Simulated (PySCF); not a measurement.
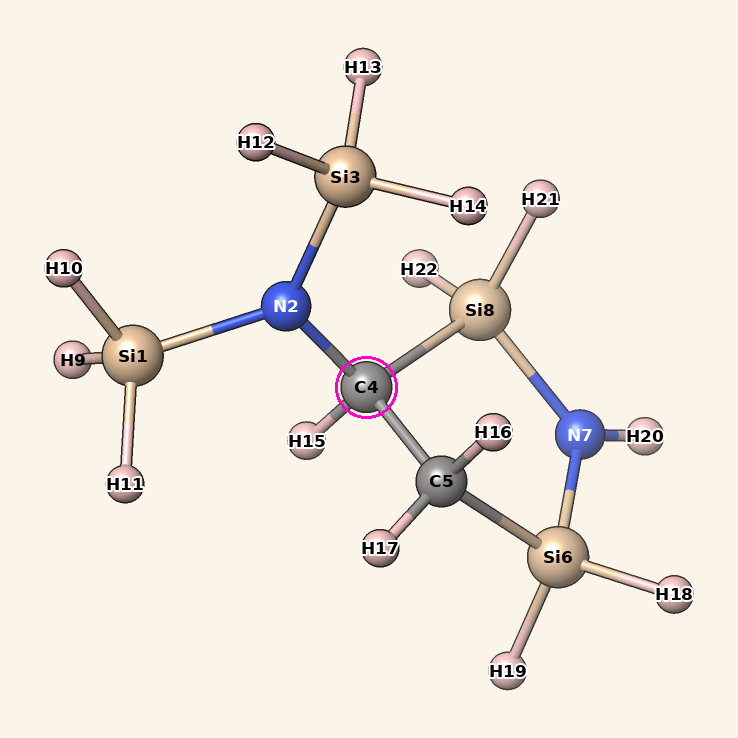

Distant atoms are faded towards the background colour. Circles mark the stereogenic atoms. The geometry was computed by an optimisation with PBE0-D3(BJ)/def2-SVP. No frequency run is at hand to confirm it as a minimum.

What are the Cahn–Ingold–Prelog descriptors?

C4: S (priorities Si8 > N2 > C5 > H15).
